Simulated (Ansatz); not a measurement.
# KRbNaCl3: complex band structure

Wanted: the relaxed cell of KRbNaCl3, its band edges and its decay constants. It is built by putting Rb for part of the K in the K2NaCl3 structure of space group P-3m1, with the volume rescaled by atomic radii. The parent structure comes from the Materials Project.

Main program and level: Ansatz 0.2.0; r2SCAN DFT, plane waves, PAW files, in the first sound run; inputs show where later runs differ.

The structure was built from a prototype and need not be the compound's stable phase.

## (1) Starting point

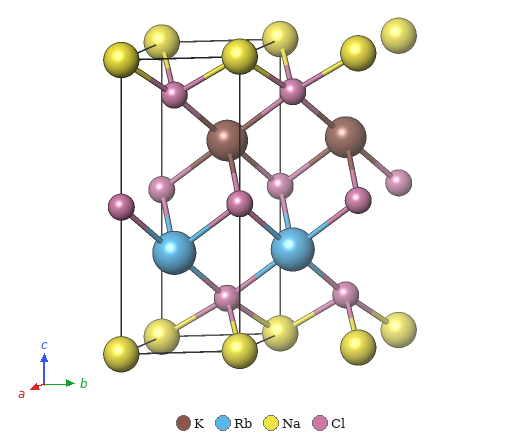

The cell as given, slightly off an axis (potassium brown, rubidium blue, sodium yellow, chlorine pink). 1×2×1 cells are drawn. Bonds to atoms that aren't drawn are left out. Some periodic images of atoms are drawn too.

Coordinates:

```cif
data_structure
_symmetry_space_group_name_H-M 'P3m1'
_symmetry_Int_Tables_number 156
_cell_length_a 4.3310
_cell_length_b 4.3310
_cell_length_c 10.7116
_cell_angle_alpha 90.000
_cell_angle_beta 90.000
_cell_angle_gamma 120.000
_cell_volume 174.00
loop_
_atom_site_label
_atom_site_type_symbol
_atom_site_symmetry_multiplicity
_atom_site_Wyckoff_symbol
_atom_site_fract_x
_atom_site_fract_y
_atom_site_fract_z
_atom_site_occupancy
K1 K 1 b 0.33333 0.66667 0.67902 1
Rb1 Rb 1 c 0.66667 0.33333 0.32098 1
Na1 Na 1 a 0.00000 0.00000 0.00000 1
Cl1 Cl 1 b 0.33333 0.66667 0.14299 1
Cl2 Cl 1 c 0.66667 0.33333 0.85701 1
Cl3 Cl 1 a 0.00000 0.00000 0.50000 1
```

## (2) Relaxing the new crystal

The substituted atoms don't fit the parent's cell, so cell and atoms relax together. A small smearing keeps the run stable in case the gap closes on the way.

input.yaml reads:

```yaml
crystal:
  lattice:
    - [4.3309613487, 0.0, 0.0]
    - [-2.1654806744, 3.7507225508, 0.0]
    - [0.0, 0.0, 10.711622374]
  atoms:
    - { symbol: K, position: [0.3333333333, 0.6666666667, 0.67902339] }
    - { symbol: Rb, position: [0.6666666667, 0.3333333333, 0.32097661] }
    - { symbol: Na, position: [0.0, 0.0, 0.0] }
    - { symbol: Cl, position: [0.3333333333, 0.6666666667, 0.1429916] }
    - { symbol: Cl, position: [0.6666666667, 0.3333333333, 0.8570084] }
    - { symbol: Cl, position: [0.0, 0.0, 0.5] }
kpoints:
  mp_grid: { grid: [6, 6, 2] }
scf:
  occupations: { method: gaussian, width: 0.03 }
hamiltonian:
  xc: r2scan
output:
  forces: true
  stress: true
relax:
  f_tol: 0.02
  max_steps: 60
  cell: {}
```

Started as:

```sh
$ ansatz run input.yaml --threads 2 --pin off --max-ram 4096MiB --backend cpu --events-out ev --progress --plain --runs-dir out
```

Numbers of over 12 decimals in the logs are rounded to 6 here.

The log of the run:

```text
Engine: ansatz 0.2.0, aarch64-unknown-linux-gnu
Pseudopotentials: kind: paw
Pseudopotential: K, paw, valence charge 9, recommended cutoff 500 eV (meta_gga), K.paw.azcp
Pseudopotential: Rb, paw, valence charge 9, recommended cutoff 500 eV (meta_gga), Rb.paw.azcp
Pseudopotential: Na, paw, valence charge 9, recommended cutoff 500 eV (meta_gga), Na.paw.azcp
Pseudopotential: Cl, paw, valence charge 7, recommended cutoff 500 eV (meta_gga), Cl.paw.azcp
Functional definition: r2SCAN
  parameter k0 = 0.174
  parameter k1 = 0.065
  parameter a1 = 4.9479
  exchange = r2scan_x(k0 = k0, k1 = k1, a1 = a1)
  correlation = r2scan_c
Crystal: 6 atoms, lattice volume = 174.002 Å³
Basis set: ecut = 500 eV, 4389 PW (Γ), exchange–correlation on 128×128×320 points (64 copies of the dense FFT grid, shifted against one another)
Bands: 30, of which v1, the nominal top of the filled ones, is band 24 counted from 1 (23 counted from 0)
Symmetry: 6 space group operations
Space group: P3m1 (ITA 156), of the structure as read, at distance tolerance 5.6e-5 Å
k-points: 14 of 72 (time reversal used)
Non-local potential: K, projectors of the file, l = 0: 3, l = 1: 2, l = 2: 2
Non-local potential: Rb, projectors of the file, l = 0: 3, l = 1: 2, l = 2: 2
Non-local potential: Na, projectors of the file, l = 0: 3, l = 1: 2, l = 2: 1
Non-local potential: Cl, projectors of the file, l = 0: 2, l = 1: 2, l = 2: 2
PAW form: soft (Blöchl's): semilocal exchange-correlation on the pseudo side does not see the compensation charge
PAW frozen core: K, regenerated for the run's functional (the file was generated under x = pbe(κ = 0.804, μ = 0.219515), c = pbe(β = 0.066725))
PAW frozen core: Rb, regenerated for the run's functional (the file was generated under x = pbe(κ = 0.804, μ = 0.219515), c = pbe(β = 0.066725))
PAW frozen core: Na, regenerated for the run's functional (the file was generated under x = pbe(κ = 0.804, μ = 0.219515), c = pbe(β = 0.066725))
PAW frozen core: Cl, regenerated for the run's functional (the file was generated under x = pbe(κ = 0.804, μ = 0.219515), c = pbe(β = 0.066725))
PAW one-centre angular grid: K, 302 points (default); XC on 160 Gauss nodes
PAW one-centre angular grid: Rb, 302 points (default); XC on 160 Gauss nodes
PAW one-centre angular grid: Na, 302 points (default); XC on 339 of its mesh's 2595 points in the sphere
PAW one-centre angular grid: Cl, 302 points (default); XC on 160 Gauss nodes
Initial density: superposition of atomic densities (neutral atoms: chi_scale 0, normalization atom), corrected by the library's trained network
Initial wavefunctions: pseudopotential atomic-orbital guess
Functional: x = r2scan, c = r2scan; τ floored in thin density (d = 2e-4 eV/Å³)
SCF iter   1: F=—  HF=-9572.503927 eV  |F-HF|=—  |Δ(HF+E_count)|=         —  Δρ=4.89e-3  dr2=2.44e-2  dr2_τ=5.36e-3  ethr=1.77e-3  ⟨swp⟩=9.5  Hψ=2211  notcnv=0
preconditioner: auto → Resta (q_TF=auto, 2.201 Å⁻¹)  ε∞=2.5  [insulator: Δε(μ)=5.738 eV  Ē_g=13.994 eV  σ=0.030 eV  W_gap=1.00  n_scr=36 (ndim 8)  ℏωp=16.9 eV  f_vac=0.070  D(μ)=0.00/eV (n_scr^D=0)  ε∞_Penn≈2.5]
SCF iter   2: F=—  HF=-9572.552372 eV  |F-HF|=—  |Δ(HF+E_count)|=   4.84e-2  Δρ=2.11e-3  dr2=4.24e-3  dr2_τ=3.83e-4  ethr=5.09e-5  ⟨swp⟩=3.0  Hψ=998  notcnv=0  defer=19
SCF iter   3: F=—  HF=-9572.552054 eV  |F-HF|=—  |Δ(HF+E_count)|=   3.18e-4  Δρ=5.26e-4  dr2=3.37e-4  dr2_τ=2.86e-5  ethr=8.84e-6  ⟨swp⟩=2.1  Hψ=761  notcnv=0  defer=5
automatic band count: iteration 3 solves 29 bands in place of 30: the levels show a gap, and the empty bands left out lie too high to hold charge; the band table lists the bands solved (type scf.n_extra_bands for more)
SCF iter   4: F=—  HF=-9572.552098 eV  |F-HF|=—  |Δ(HF+E_count)|=   4.46e-5  Δρ=7.64e-5  dr2=9.73e-6  dr2_τ=2.39e-6  ethr=7.02e-7  ⟨swp⟩=2.6  Hψ=686  notcnv=0  defer=5
SCF iter   5: F=—  HF=-9572.552195 eV  |F-HF|=—  |Δ(HF+E_count)|=   9.63e-5  Δρ=2.14e-5  dr2=7.81e-7  dr2_τ=1.50e-7  ethr=2.03e-8  ⟨swp⟩=2.0  Hψ=689  notcnv=0  defer=5
SCF iter   6: F=-9572.552195 eV  HF=-9572.552195 eV  |F-HF|=4.07e-8  |Δ(HF+E_count)|=   3.87e-7  Δρ=5.53e-6  dr2=6.08e-8  dr2_τ=8.75e-9  ethr=2.08e-10  ⟨swp⟩=5.0  Hψ=1603  notcnv=0
SCF 1 converged in 6 iterations: F = -9572.552195 eV  dr2 = 6.08e-8
  greatest PAW one-centre occupation: 1.000 electrons in one spin orbital (limit 2), on the Na atom at site 2 (counted from 0), in its partial waves of l = 0
relax step   1: F+E_penalty+E_count = -9572.55219512 eV  Δ(F+E_penalty+E_count) = +0.000e0 eV  max|allowed force component| = 3.713e-1 eV/Å  Δτ_max = 0.0000 Å  P = +0.538 GPa  Ω = 174.002 Å³  (6 SCF iters, dr2 threshold 1.00e-7 eV, accepted)
Crystal: 6 atoms, lattice volume = 176.891 Å³
Basis set: ecut = 500 eV, 4461 PW (Γ), exchange–correlation on 128×128×320 points (64 copies of the dense FFT grid, shifted against one another)
Initial density: handed on by an earlier stage of this run
Initial wavefunctions: those handed on with the density
iter 1 solved again at ethr=1.13e-4 eV; its pass at ethr=3.10e-3 eV (dr2=5.42e-2 eV) is discarded
SCF iter   1: F=—  HF=-9572.472077 eV  |F-HF|=—  |Δ(HF+E_count)|=         —  Δρ=6.32e-3  dr2=5.48e-2  dr2_τ=7.82e-1  ethr=1.13e-4  ⟨swp⟩=1.5  Hψ=2300  notcnv=0
automatic band count: iteration 1 solves 28 bands in place of 30: the levels show a gap, and the empty bands left out lie too high to hold charge; the band table lists the bands solved (type scf.n_extra_bands for more)
preconditioner: auto → Resta (q_TF=auto, 2.195 Å⁻¹)  ε∞=2.6  [insulator: Δε(μ)=5.404 eV  Ē_g=13.343 eV  σ=0.030 eV  W_gap=1.00  n_scr=36 (ndim 8)  ℏωp=16.8 eV  f_vac=0.077  D(μ)=0.00/eV (n_scr^D=0)  ε∞_Penn≈2.6]
SCF iter   2: F=—  HF=-9572.605065 eV  |F-HF|=—  |Δ(HF+E_count)|=   1.33e-1  Δρ=3.08e-3  dr2=1.30e-2  dr2_τ=1.08e-3  ethr=1.13e-4  ⟨swp⟩=3.1  Hψ=841  notcnv=0
SCF iter   3: F=—  HF=-9572.602020 eV  |F-HF|=—  |Δ(HF+E_count)|=   3.05e-3  Δρ=7.25e-4  dr2=1.60e-3  dr2_τ=2.23e-4  ethr=2.70e-5  ⟨swp⟩=2.1  Hψ=744  notcnv=0
SCF iter   4: F=—  HF=-9572.601794 eV  |F-HF|=—  |Δ(HF+E_count)|=   2.25e-4  Δρ=2.93e-4  dr2=2.87e-4  dr2_τ=5.91e-6  ethr=3.33e-6  ⟨swp⟩=2.0  Hψ=498  notcnv=0
SCF iter   5: F=—  HF=-9572.601869 eV  |F-HF|=—  |Δ(HF+E_count)|=   7.49e-5  Δρ=5.18e-5  dr2=7.71e-6  dr2_τ=9.75e-7  ethr=5.98e-7  ⟨swp⟩=2.0  Hψ=686  notcnv=0
SCF iter   6: F=—  HF=-9572.601869 eV  |F-HF|=—  |Δ(HF+E_count)|=   7.14e-8  Δρ=1.62e-5  dr2=1.52e-6  dr2_τ=6.77e-8  ethr=1.61e-8  ⟨swp⟩=2.6  Hψ=699  notcnv=0
SCF iter   7: F=-9572.601869 eV  HF=-9572.601869 eV  |F-HF|=3.36e-9  |Δ(HF+E_count)|=   3.02e-7  Δρ=3.78e-6  dr2=3.09e-8  dr2_τ=2.27e-9  ethr=1.25e-9  ⟨swp⟩=5.0  Hψ=1426  notcnv=0
SCF 2 converged in 7 iterations: F = -9572.601869 eV  dr2 = 3.09e-8
relax step   2: F+E_penalty+E_count = -9572.60186899 eV  Δ(F+E_penalty+E_count) = -4.967e-2 eV  max|allowed force component| = 5.266e-2 eV/Å  Δτ_max = 0.1516 Å  P = -0.058 GPa  Ω = 176.891 Å³  energy of the carried Pulay correction = -2.699e-4 eV  (7 SCF iters, dr2 threshold 6.00e-7 eV, accepted)
Crystal: 6 atoms, lattice volume = 176.632 Å³
Basis set: ecut = 500 eV, 4473 PW (Γ), exchange–correlation on 128×128×320 points (64 copies of the dense FFT grid, shifted against one another)
iter 1 solved again at ethr=3.40e-6 eV; its pass at ethr=3.10e-3 eV (dr2=1.63e-3 eV) is discarded
SCF iter   1: F=—  HF=-9572.596838 eV  |F-HF|=—  |Δ(HF+E_count)|=         —  Δρ=9.96e-4  dr2=1.50e-3  dr2_τ=1.88e-2  ethr=3.40e-6  ⟨swp⟩=2.9  Hψ=2251  notcnv=0
automatic band count: iteration 1 solves 28 bands in place of 30: the levels show a gap, and the empty bands left out lie too high to hold charge; the band table lists the bands solved (type scf.n_extra_bands for more)
preconditioner: auto → Resta (q_TF=auto, 2.196 Å⁻¹)  ε∞=2.6  [insulator: Δε(μ)=5.581 eV  Ē_g=13.456 eV  σ=0.030 eV  W_gap=1.00  n_scr=36 (ndim 8)  ℏωp=16.8 eV  f_vac=0.074  D(μ)=0.00/eV (n_scr^D=0)  ε∞_Penn≈2.6]
SCF iter   2: F=—  HF=-9572.603437 eV  |F-HF|=—  |Δ(HF+E_count)|=   6.60e-3  Δρ=4.75e-4  dr2=2.73e-4  dr2_τ=3.32e-5  ethr=3.12e-6  ⟨swp⟩=2.0  Hψ=784  notcnv=0
SCF iter   3: F=—  HF=-9572.603356 eV  |F-HF|=—  |Δ(HF+E_count)|=   8.11e-5  Δρ=1.24e-4  dr2=1.79e-5  dr2_τ=3.99e-6  ethr=5.68e-7  ⟨swp⟩=2.1  Hψ=598  notcnv=0
SCF iter   4: F=—  HF=-9572.603456 eV  |F-HF|=—  |Δ(HF+E_count)|=   1.00e-4  Δρ=3.29e-5  dr2=1.73e-6  dr2_τ=1.14e-7  ethr=3.73e-8  ⟨swp⟩=2.0  Hψ=686  notcnv=0
SCF iter   5: F=-9572.603456 eV  HF=-9572.603456 eV  |F-HF|=7.68e-9  |Δ(HF+E_count)|=   8.18e-7  Δρ=7.36e-6  dr2=1.13e-7  dr2_τ=8.14e-9  ethr=3.61e-10  ⟨swp⟩=3.0  Hψ=1793  notcnv=0
SCF 3 converged in 5 iterations: F = -9572.603456 eV  dr2 = 1.13e-7
relax step   3: F+E_penalty+E_count = -9572.60345642 eV  Δ(F+E_penalty+E_count) = -1.587e-3 eV  max|allowed force component| = 4.532e-3 eV/Å  Δτ_max = 0.0204 Å  P = -0.013 GPa  Ω = 176.632 Å³  energy of the carried Pulay correction = -2.459e-4 eV  (5 SCF iters, dr2 threshold 1.73e-7 eV, accepted)
[...]
relax step   4: F+E_penalty+E_count = -9572.60365482 eV  Δ(F+E_penalty+E_count) = -1.984e-4 eV  max|allowed force component| = 4.696e-3 eV/Å  Δτ_max = 0.0038 Å  P = -0.005 GPa  Ω = 176.548 Å³  energy of the carried Pulay correction = -2.381e-4 eV  (6 SCF iters, dr2 threshold 6.38e-9 eV, accepted)
[...]
relax step   5: F+E_penalty+E_count = -9572.60371239 eV  Δ(F+E_penalty+E_count) = -5.757e-5 eV  max|allowed force component| = 2.554e-3 eV/Å  Δτ_max = 0.0005 Å  P = -0.003 GPa  Ω = 176.496 Å³  energy of the carried Pulay correction = -2.333e-4 eV  (6 SCF iters, accepted)
Initial wavefunctions: pseudopotential atomic-orbital guess (no wavefunctions were taken with the density)
iter 1 solved again at ethr=3.50e-7 eV; its pass at ethr=3.10e-3 eV (dr2=1.68e-4 eV) is discarded
SCF iter   1: F=—  HF=-9572.603860 eV  |F-HF|=—  |Δ(HF+E_count)|=         —  Δρ=5.55e-5  dr2=1.56e-7  dr2_τ=4.72e-7  ethr=3.50e-7  ⟨swp⟩=3.8  Hψ=3453  notcnv=0
eigensolver tolerance schedule: the retry pair's looser diagonalisation over-reported the residual by 1077.53 of it (diagonalisation noise at 0.14 of the residual, at the tolerance the schedule requests for it); recorded, not acted on — ethr = c·dr2/N_el stays at c = 1.0e-1
preconditioner: auto → Resta (q_TF=auto, 2.196 Å⁻¹)  ε∞=2.5  [insulator: Δε(μ)=5.591 eV  Ē_g=13.924 eV  σ=0.030 eV  W_gap=1.00  n_scr=36 (ndim 8)  ℏωp=16.8 eV  f_vac=0.074  D(μ)=0.00/eV (n_scr^D=0)  ε∞_Penn≈2.5]
SCF iter   2: F=—  HF=-9572.603972 eV  |F-HF|=—  |Δ(HF+E_count)|=   1.12e-4  Δρ=2.80e-5  dr2=3.98e-8  dr2_τ=7.74e-7  ethr=3.24e-10  ⟨swp⟩=2.9  Hψ=858  notcnv=0
SCF iter   3: F=—  HF=-9572.603960 eV  |F-HF|=—  |Δ(HF+E_count)|=   1.21e-5  Δρ=1.54e-6  dr2=1.77e-9  dr2_τ=1.86e-9  ethr=8.29e-11  ⟨swp⟩=2.0  Hψ=756  notcnv=0
SCF iter   4: F=—  HF=-9572.603960 eV  |F-HF|=—  |Δ(HF+E_count)|=   1.13e-8  Δρ=3.99e-7  dr2=1.96e-10  dr2_τ=4.58e-11  ethr=3.70e-12  ⟨swp⟩=2.0  Hψ=714  notcnv=0
SCF iter   5: F=-9572.603960 eV  HF=-9572.603960 eV  |F-HF|=3.64e-12  |Δ(HF+E_count)|=  6.17e-10  Δρ=5.20e-8  dr2=4.61e-12  dr2_τ=2.72e-12  ethr=1.00e-12  ⟨swp⟩=5.0  Hψ=1651  notcnv=0
SCF 6 converged in 5 iterations: F = -9572.603960 eV  dr2 = 4.61e-12
relax step   6: F+E_penalty+E_count = -9572.60395971 eV  Δ(F+E_penalty+E_count) = -2.473e-4 eV  max|allowed force component| = 2.552e-3 eV/Å  Δτ_max = 0.0000 Å  P = -0.002 GPa  Ω = 176.496 Å³  stress off target by 4.67e-3 GPa  SCF on the basis re-selected at this cell (its energy is not comparable with the rows above)  (5 SCF iters)
basis re-selected at this cell: Δ(F+E_penalty+E_count) = -2.473e-4 eV, ΔP = +0.001 GPa vs the last step (what re-selecting the basis moved, of the pressure what is left beyond the Pulay correction that the steps carried, after the strain that the cell walked since its last selection, with what the two solves' SCF thresholds leave and, on support functions, any second-order correction that the steps lacked; it is no m [...]
SCF converged after 5 iterations
Free energy (F): -9572.603960 eV
Harris-Foulkes:  -9572.603960 eV  (|F-HF|=3.64e-12)
Internal energy: -9572.603960 eV  (E = F + TS)
E sigma→0 (E₀):  -9572.603960 eV
Fermi energy:    3.520972 eV
--- Per-component energies (eV) ---
  E_band       = -505.812700
  E_kinetic    = 1053.369380
  E_local      = -3275.228884  (includes V_loc(G=0)·N_el)
  E_nonlocal   = 385.372976
  E_hartree    = 1093.506819
  E_xc         = -610.433283
  E_vxc        = -800.798944  (∫ρ·V_xc dr)
  E_paw        = -5690.191540  (= ΣΔE_a)
  E_vpaw       = -101.714678  (= ΣTr[D̂ρ^β])
  E_aug_tail   = 0.000103  (compensation charges beyond the density's cutoff)
  E_vtau       = 46.173713  (kinetic-family band-sum trace: ∫τ·v_τ [+ j·A + Jᵃ·Aᵃ] dr)
  E_ewald      = -2528.220930
  E_core_change = -0.778600  (= ΣΔE_core)
  E_smearing   = -0.000000  (= −TS)
  E_closure    = 0.000000  (closes the sum)
  Σ components = -9572.603960   (vs F -9572.603960, Δ=0.00e0)
--- Forces (eV/Å), atoms counted from 1 ---
  atom   1  K      0.00000000     0.00000000     0.00046629
  atom   2  Rb    -0.00000000     0.00000000     0.00058920
  atom   3  Na    -0.00000000    -0.00000000    -0.00055660
  atom   4  Cl     0.00000000     0.00000000    -0.00255387
  atom   5  Cl    -0.00000000     0.00000000     0.00109653
  atom   6  Cl    -0.00000000    -0.00000000     0.00094883
  max |Σ_I F_I| component: 9.61e-6 eV/Å
--- Stress (GPa, compression-positive) ---
       -0.004668       0.000000       0.000000
        0.000000      -0.004668      -0.000000
        0.000000      -0.000000       0.001889
  P = ⅓ Tr σ = -0.0025 GPa (-0.025 kbar)
--- Relaxed structure (5 steps of the walk, 5 accepted, 1 SCFs on fresh bases) ---
  F+E_penalty+E_count = -9572.60395971 eV   max|allowed force component| = 2.552e-3 eV/Å   (the final SCF, on the basis selected at the relaxed cell)
  cell:  # Å, volume = 176.4964 Å³
    - [4.332590, 2.887843476034177e-11, 0]
    - [-2.166295, 3.752133, 0]
    - [0, 0, 10.857008]
  atoms:
    - { symbol: K, position: [0.333333, 0.666667, 0.683826] }
    - { symbol: Rb, position: [0.666667, 0.333333, 0.322190] }
    - { symbol: Na, position: [0, 0, -0.0059822] }
    - { symbol: Cl, position: [0.333333, 0.666667, 0.131897] }
    - { symbol: Cl, position: [0.666667, 0.333333, 0.855856] }
    - { symbol: Cl, position: [0, 0, 0.512213] }
```

Wall time 33 s (2 threads of Arm Neoverse V2, shared host); peak memory 0.72 GiB.

The steps of the relaxation:

```
step  energy less that of the first step (eV)  largest force component (eV/Å)  pressure (GPa)  volume (Å³)
   1                                   0.0000                          0.3713            0.54       174.00
   2                                  -0.0497                          0.0527           -0.06       176.89
   3                                  -0.0513                          0.0045           -0.01       176.63
   4                                  -0.0515                          0.0047            0.00       176.55
   5                                  -0.0515                          0.0026            0.00       176.50
  6*                                  -0.0518                          0.0026            0.00       176.50
```

Relaxation steps marked * repeat the geometry before them on a plane-wave basis chosen anew for their cell, so energy and pressure can jump there.

Forces are held to the 6 operations that the run works with; a distortion that breaks them can't arise in this run.

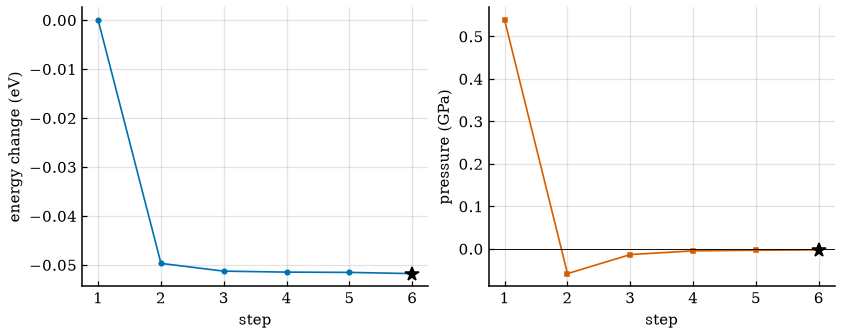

Energy and pressure along the relaxation. Stars mark steps on a basis chosen anew.

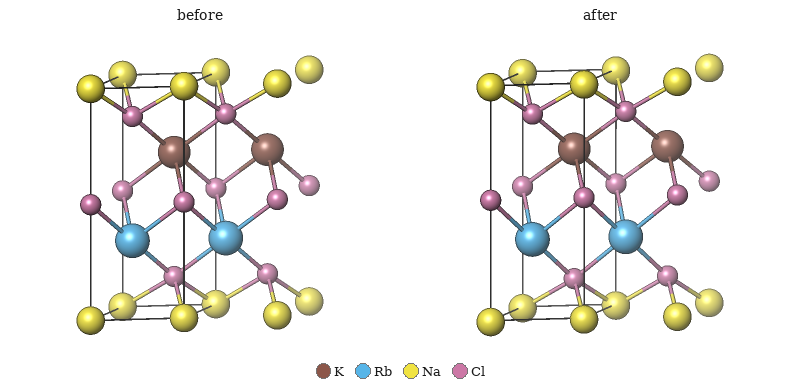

Before and after, at one scale. Bonds to atoms that aren't drawn are left out.

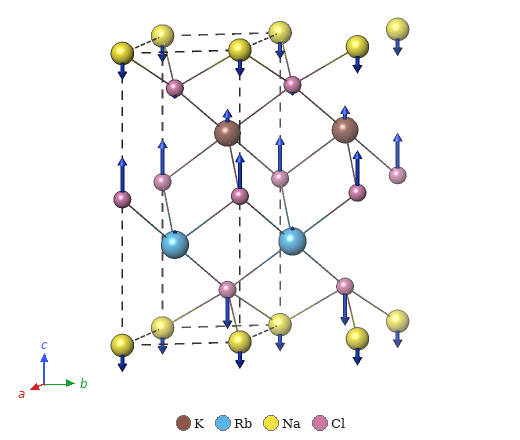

Displacements in the relaxation, exaggerated, measured against the changing cell; the longest in the cell stands for 0.13 Å. Bonds to atoms that aren't drawn are left out. 1×2×1 cells are drawn. Some periodic images of atoms are drawn too.

```
conventional cell, symmetrised  before   after  change
                         a (Å)   4.331   4.333  +0.0 %
                         b (Å)   4.331   4.333  +0.0 %
                         c (Å)  10.712  10.857  +1.4 %
              volume (Å³/atom)   29.00   29.42  +1.4 %
```

The atoms that moved most (Å, as changes of fractional coordinates times the final cell):

```
atom     dx     dy      dz  length
 Cl6  0.000  0.000   0.133   0.133
 Cl4  0.000  0.000  -0.120   0.120
 Na3  0.000  0.000  -0.065   0.065
  K1  0.000  0.000   0.052   0.052
 Rb2  0.000  0.000   0.013   0.013
 Cl5  0.000  0.000  -0.013   0.013
```

The relaxed structure:

```xyz
6
Lattice="4.3326 0.0000 0.0000 -2.1663 3.7521 0.0000 0.0000 0.0000 10.8570" Properties=species:S:1:pos:R:3 pbc="T T T"
K     0.0000    2.5014    7.4243
Rb    2.1663    1.2507    3.4980
Na    0.0000    0.0000   -0.0649
Cl    0.0000    2.5014    1.4320
Cl    2.1663    1.2507    9.2920
Cl    0.0000    0.0000    5.5611
```

Numbers from this step:

- free energy: -9572.6040 eV
- Fermi energy: 3.521 eV
- pressure: -0.002483 GPa

The largest force component on a free atom ends at 0.0026 eV/Å.

(Continued in part 2 of 3.)

[Logs are printed without paths, hosts, clocks, repeated set-up lines and the standing remarks that a program may print on its own settings, such as how far it seeks lower states.]

[Hosts, paths, dates, database ids (printed as entryN), source tags and the programs' standing remarks are cut or masked in the printed files.]
